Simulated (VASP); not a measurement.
Band structure of CaF₂ (fluorite). Level of theory: TPSS meta-GGA, VASP's PBE PAW potentials (set 64) (plane waves; VASP).

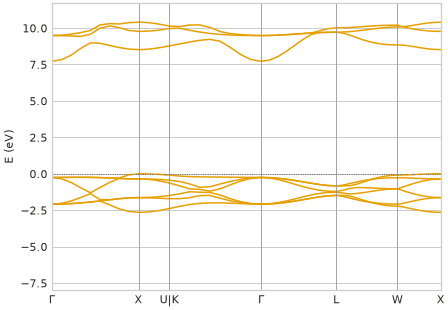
*Bands along high-symmetry lines, zero at the valence-band maximum or, without a gap, the Fermi level*

Task: Read the plot: is there a gap, and where are the band edges?

Result: The gap is indirect, 7.72 eV, from the valence maximum at X to the conduction minimum at Γ.

Measured: gap 11.80 eV (computed value off by -4.08 eV), as given by E. Cadelano et al., The European Physical Journal B (2011), arXiv:1107.5962.

The compound is CaF2 in the fluorite structure. It was relaxed first.
